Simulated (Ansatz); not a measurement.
# B2NH2OF (SMILES OB1NB1F) at revPBE/def2-SVP

Aim: the vertical ionisation energy of B2NH2OF at revPBE/def2-SVP, from 2 runs. 

The calculation is run with Ansatz 0.2.0.

127 further runs of the same task are left out: 127 set aside as unsound or not needed.

## 1. The system as given

The species is B2NH2OF (7 atoms), meant as a singlet with charge 0. SMILES: `OB1NB1F`. The coordinates come from a PBE0-D4/def2-TZVP relaxation. This is one conformer, not always the lowest.

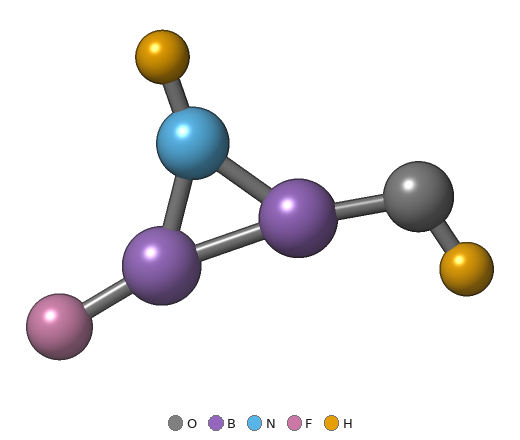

Viewed from a chosen angle; oxygen grey, boron purple, nitrogen blue, fluorine pink, hydrogen amber.

## 2. The energy at revPBE/def2-SVP

Input file job.yaml:

```yaml
crystal:
  periodic: [false, false, false]
  atoms:
    - symbol: O
      position_ang: [-1.276700, 0.176400, 1.308100]
    - symbol: B
      position_ang: [-0.379000, 0.150200, 0.304200]
    - symbol: "N"
      position_ang: [0.632200, -0.768200, -0.094800]
    - symbol: B
      position_ang: [0.587000, 0.339700, -0.954100]
    - symbol: F
      position_ang: [1.250000, 0.724100, -2.025300]
    - symbol: H
      position_ang: [-1.829400, 0.960200, 1.293400]
    - symbol: H
      position_ang: [1.077200, -1.650400, 0.122900]
basis:
  gaussian:
    orbitals: def2-SVP
hamiltonian:
  xc: {name: revPBE}
accuracy: high
output: {orbitals: {seedname: orbitals}}
```

Run with:

```sh
ansatz run job.yaml --threads 1 --pin off --max-ram 3480MiB --events-out events.jsonl --progress --plain --runs-dir runs
```

The log of the run:

```text
Warning: RAYON_NUM_THREADS=1 ignored (pool sized by the plan → 1); use --threads N
Functional definition: revPBE
  name "revPBE"
  parameter kappa = 1.245
  parameter beta = 0.06672455060314922
  exchange = pbe_x(kappa = kappa, mu = beta*pi^2/3)
  correlation = pbe_c(beta = beta)
1780 factors; integrals over basis functions are off by at most 3.2e-9 eV
mean field evaluation 1: about -7624.2205 eV, gradient 7.1e1 eV
mean field evaluation 2: about -7600.5787 eV, gradient 1.2e2 eV
mean field evaluation 4: about -7633.8174 eV, gradient 7.9e0 eV
mean field evaluation 8: about -7633.9151 eV, gradient 7.2e-1 eV
mean field evaluation 16: about -7633.9163 eV, gradient 7.4e-5 eV
mean field -7633.91626316 eV, -280.5412482167 hartree, gradient 9.1e-9 eV, S^2 0.000000; 0 other end points of the search recorded, 0 dependent functions left out
reference -7633.91626703 eV, -280.5412483589 hartree; 18, 18 occupied and 62, 62 virtual orbitals, 1780 factors
Total energy: -7633.91626703 eV, -280.5412483589 hartree
```

Run time: 4.5 s. Hardware: 1 thread of Arm Neoverse V2, shared host; peak memory 0.19 GiB.

## 3. The doublet cation

Input file run.yaml:

```yaml
crystal:
  periodic: [false, false, false]
  atoms:
    - {symbol: O, position_ang: [-1.276700, 0.176400, 1.308100]}
    - {symbol: B, position_ang: [-0.379000, 0.150200, 0.304200]}
    - {symbol: "N", position_ang: [0.632200, -0.768200, -0.094800]}
    - {symbol: B, position_ang: [0.587000, 0.339700, -0.954100]}
    - {symbol: F, position_ang: [1.250000, 0.724100, -2.025300]}
    - {symbol: H, position_ang: [-1.829400, 0.960200, 1.293400]}
    - {symbol: H, position_ang: [1.077200, -1.650400, 0.122900]}
basis:
  gaussian:
    orbitals: def2-SVP
total_charge: 1
magnetization:
  spin_polarized: true
  initial_magnetization: 1
hamiltonian:
  xc: {name: revPBE}
accuracy: high
output:
  orbitals: {seedname: orbitals}
```

Run with:

```sh
ansatz run run.yaml --threads 1 --pin off --max-ram 3480MiB --events-out events.jsonl --progress --plain --runs-dir runs
```

The log of the run, cut to the lines that bear on the results:

```text
Warning: RAYON_NUM_THREADS=1 ignored (pool sized by the plan → 1); use --threads N
[... 6 set-up lines as earlier in the session ...]
1778 factors; integrals over basis functions are off by at most 3.4e-9 eV
mean field evaluation 1: about -7606.8194 eV, gradient 7.1e1 eV
mean field evaluation 2: about -7539.0107 eV, gradient 1.4e2 eV
mean field evaluation 4: about -7623.4089 eV, gradient 1.7e1 eV
mean field evaluation 8: about -7624.5372 eV, gradient 1.4e-1 eV
mean field evaluation 16: about -7624.5356 eV, gradient 7.3e-5 eV
mean field -7624.53563113 eV, -280.1965163480 hartree, gradient 1.4e-8 eV, S^2 0.751924; 1 other end points of the search recorded, 0 dependent functions left out
reference -7624.53563498 eV, -280.1965164895 hartree; 18, 17 occupied and 62, 63 virtual orbitals, 1778 factors
Total energy: -7624.53563498 eV, -280.1965164895 hartree
```

Wall time 7.5 s (1 thread of Arm Neoverse V2, shared host); peak memory 0.24 GiB.

## 4. What came out

At revPBE/def2-SVP:

| quantity | value |
| --- | --- |
| singlet B2NH2OF: total energy | -280.54125 Eh |
| singlet B2NH2OF: HOMO energy | -5.69 eV |
| singlet B2NH2OF: LUMO energy | -0.39 eV |
| singlet B2NH2OF: HOMO–LUMO gap | 5.30 eV |
| doublet cation: total energy | -280.19652 Eh |
| doublet cation: HOMO energy (highest over α and β) | -14.44 eV |
| doublet cation: LUMO energy (lowest over α and β) | -12.95 eV |
| doublet cation: ⟨S²⟩ | 0.752 |
| vertical ionisation energy (to the doublet cation) | 9.381 eV |

**Reading.** The vertical ionisation energy comes to 9.38 eV (216 kcal/mol). The negative HOMO energy of the first species, 5.69 eV, lies 3.69 eV below that difference.
